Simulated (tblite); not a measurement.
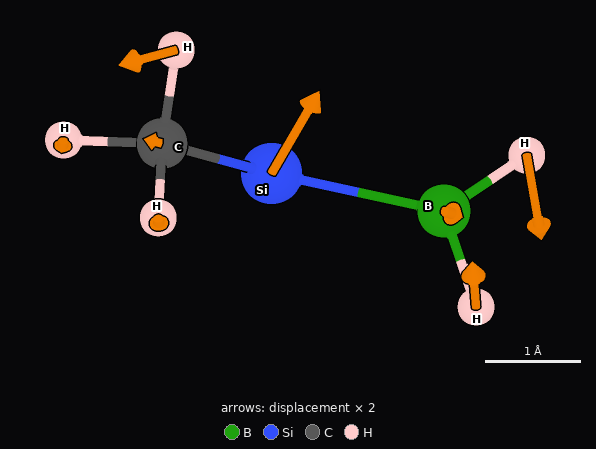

This is a relaxation of CH5BSi (multiplicity 3). The starting structure is drawn; orange arrows show the displacements, 2 times their true length. The two geometries are superimposed by the best rigid fit.

Style: ball-and-stick. Shown from a free direction.

Method: GFN2-xTB geometry optimisation, gas phase in tblite. 

What did the optimiser do to the structure, and how much energy did it gain?

The atom that moves furthest after the best rigid fit is an H atom (0.61 Å). By element the largest moves are H 0.61 Å, Si 0.58 Å, B 0.18 Å, C 0.12 Å. Near-neighbour distances that change, for instance: C–Si 1.833 → 1.920 Å, B–Si 1.933 → 1.886 Å, C–H 1.122 → 1.088 Å, C–H 1.104 → 1.090 Å. Among the angles between lasting bonds that change: B–Si–C 114.5° → 128.6°, Si–C–H 115.7° → 110.3°, Si–C–H 107.3° → 112.5°. Groups turn about B–Si by about 60°, C–Si by about 30°. After 44 geometry steps the energy has fallen by 13.3 kcal/mol. Cost: 0.13 s on 1 thread of Arm Neoverse V1, on a shared host.
